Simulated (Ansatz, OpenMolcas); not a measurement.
C3H9Sb (trimethylantimony): a line through the functionals

The species is C3H9Sb (13 atoms), meant as a singlet with charge 0. SMILES: `C[Sb](C)C`. Geometry: relaxed at PBE0-D4/def2-TZVP.

The electronic atomisation energy y, in eV, basis def2-SVP with a core potential; a is the functional's share of exact exchange. Programs: Ansatz 0.2.0, OpenMolcas 26.06.

```
functional     program     a  y (eV)
      TPSS  OpenMolcas     0   47.70
       PBE      Ansatz     0   47.71
     B3LYP      Ansatz   0.2   47.01
      PBE0      Ansatz  0.25       ?
   r2SCAN0      Ansatz  0.25   46.83
     BHLYP      Ansatz   0.5   46.13
```

**Question.** Fit y = c + s·a to the known rows and predict PBE0.

**Answer.** 
1. Means of the 5 rows: a = 0.1900, y = 47.076.
2. Σ(Δa)² = 0.172, Σ(Δa·Δy) = -0.5477, so the slope is -0.5477/0.172 = -3.1843.
3. Intercept: 47.076 − (-3.1843) × 0.1900 = 47.681. The largest residual of the fit is 0.055.
4. PBE0: 47.681 + (-3.1843) × 0.25 = 46.88 eV.

The run gave 47.26 eV, so the prediction is off by -0.38 eV, more than the largest residual. The rows mix families of semi-local functionals, which the line can't see. Spin-orbit coupling is left out.

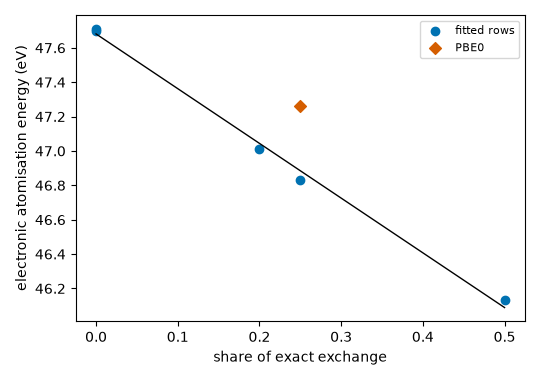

The fitted line, with the withheld row.
